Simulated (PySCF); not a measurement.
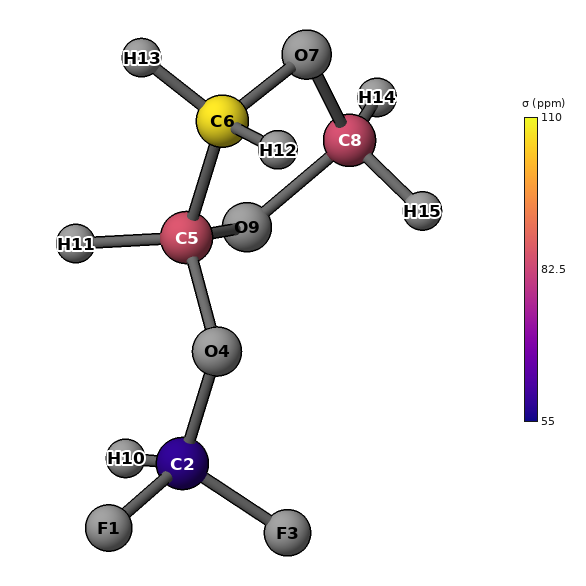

Atoms are coloured by their isotropic NMR shieldings (C only, the others grey). Geometry: a frame of a GFN2-xTB molecular-dynamics simulation, not a minimum. Level of theory: GIAO PBE0/pcSseg-1 NMR shielding, non-relativistic, gas phase (PySCF 2.14.0).

> Which C atom is the most shielded (lowest chemical shift)?

C6 (107.2 ppm).

> Which C atom is the least shielded (highest chemical shift)?

C2 (58.6 ppm).

> How wide is the range of C shifts?

48.6 ppm.

Give the isotropic NMR shieldings of the C atoms atom by atom.

| atom | σ (ppm) |
| --- | --- |
| C2 | 58.6 |
| C5 | 85.1 |
| C6 | 107.2 |
| C8 | 84.3 |
